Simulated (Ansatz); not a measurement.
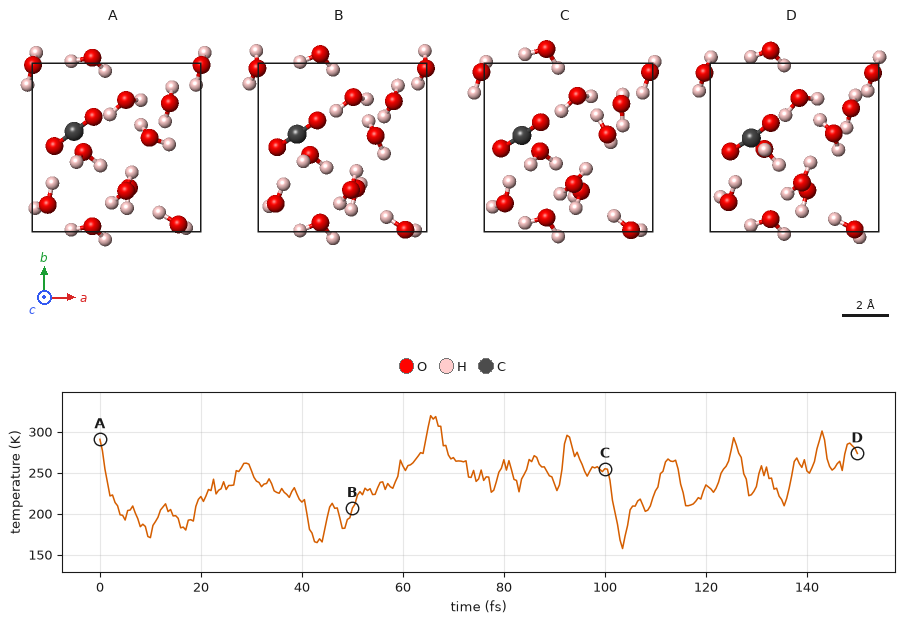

Molecular dynamics of a periodic cell with 10 H2O + 1 CO2 at 0.925 g/cm³, 150 fs long. Frames (A at 0 fs, B at 50 fs, C at 100 fs, D at 150 fs) and the history of the run. Style: ball-and-stick. Shown: the simulation cell, along the c axis.

The calculation used Ansatz 0.2.0, DFT PBE-D3(BJ), scalar-relativistic, plane waves, PAW. Settings: plane-wave cutoff 420 eV; k-point mesh 1 × 1 × 1; Fermi-Dirac smearing 0.05 eV; low-accuracy preset; Langevin thermostat (NVT); set temperature 300 K; time step 0.5 fs; H given the mass 2.014 u; friction 0.02 per fs.

Input
```yaml
accuracy: low
crystal:
  lattice:
    - [7.383993, 0.0, 0.0]
    - [0.0, 7.383993, 0.0]
    - [0.0, 0.0, 7.383993]
  atoms:
    - { symbol: O, position: [0.57417017, 0.26123108, 0.24433348] }
    - { symbol: H, position: [0.56270888, 0.1398073, 0.29381659] }
    - { symbol: H, position: [0.55508635, 0.24712024, 0.11261793] }
    - { symbol: O, position: [0.09189702, 0.15988637, 0.19307214] }
    - { symbol: H, position: [0.11979689, 0.28869851, 0.19772498] }
    - { symbol: H, position: [0.01769446, 0.14043167, 0.08354607] }
    - { symbol: O, position: [0.55673084, 0.78207795, 0.42542538] }
    - { symbol: H, position: [0.46087945, 0.69626912, 0.39012475] }
    - { symbol: H, position: [0.64452654, 0.7811882, 0.32116394] }
    - { symbol: O, position: [0.69611675, 0.55753997, 0.71093388] }
    - { symbol: H, position: [0.81214448, 0.51810796, 0.66399139] }
    - { symbol: H, position: [0.64558191, 0.63453113, 0.61355699] }
    - { symbol: O, position: [0.3568695, 1.03275711, 0.6445013] }
    - { symbol: H, position: [0.43300943, 0.95392433, 0.568434] }
    - { symbol: H, position: [0.23184972, 1.01221904, 0.60074469] }
    - { symbol: O, position: [0.8162853, 0.76274943, 0.15326044] }
    - { symbol: H, position: [0.83013048, 0.85809142, 0.05934291] }
    - { symbol: H, position: [0.78832002, 0.654895, 0.08301026] }
    - { symbol: O, position: [0.55703364, 0.24247531, 0.8687501] }
    - { symbol: H, position: [0.47171755, 0.17255123, 0.79117068] }
    - { symbol: H, position: [0.59097823, 0.35299228, 0.80129351] }
    - { symbol: O, position: [0.30351612, 0.47358814, 0.3713312] }
    - { symbol: H, position: [0.26270884, 0.41387298, 0.4841396] }
    - { symbol: H, position: [0.40490352, 0.39315388, 0.33141001] }
    - { symbol: O, position: [0.8677729, 0.04355807, 0.90255172] }
    - { symbol: H, position: [0.7537107, 0.11395222, 0.88518868] }
    - { symbol: H, position: [0.91336444, 0.02183641, 0.77992262] }
    - { symbol: O, position: [1.00456087, 0.98964934, 0.50660056] }
    - { symbol: H, position: [1.02394277, 1.06225014, 0.39367521] }
    - { symbol: H, position: [0.97203168, 0.87138093, 0.45864836] }
    - { symbol: C, position: [0.24838617, 0.59586687, 0.94577101] }
    - { symbol: O, position: [0.13156705, 0.50849337, 0.88192747] }
    - { symbol: O, position: [0.36411971, 0.68163539, 1.01045283] }
basis:
  ecutwfc: 420.0
kpoints:
  mp_grid: { grid: [1, 1, 1] }
hamiltonian:
  xc: pbe
  dispersion: d3bj
scf:
  occupations: { method: fermi_dirac, width: 0.05 }
  lower_state_search: "off"
md:
  timestep: 0.5
  n_steps: 300
  ensemble: nvt_langevin
  temperature: 300.0
  initial_velocities: maxwell_boltzmann
  seed: 833136
  friction: 0.02
  masses: [{ species: H, mass: 2.014 }]
```

Run as
```bash
ansatz run input.yaml --threads 1 --pin off --max-ram 3072MiB --backend cpu --events-out ev --progress --plain --runs-dir out
```

**What do the frames and curves show?**

Over the second half the temperature averages 246 K (spread ±26 K). The potential energy in the second half lies on average 35.1 meV per atom above the first frame. Root-mean-square distances from the starting positions over the second half, with the common drift of all atoms taken out: H 0.39 Å, O 0.32 Å, C 0.27 Å. The heavy atoms stay within a fraction of a molecule's size of their starting places; so short a run doesn't tell a liquid from a solid.

Limits of the set-up: the program's low-accuracy preset was used; masses were changed (H 2.014 u), which shifts the vibrations; the periodic images lie only 7.4 Å apart, so the values are limited by the cell's size.

The run took 12 min on 1 thread of Arm Neoverse V1 (shared host), peak memory 0.41 GiB.
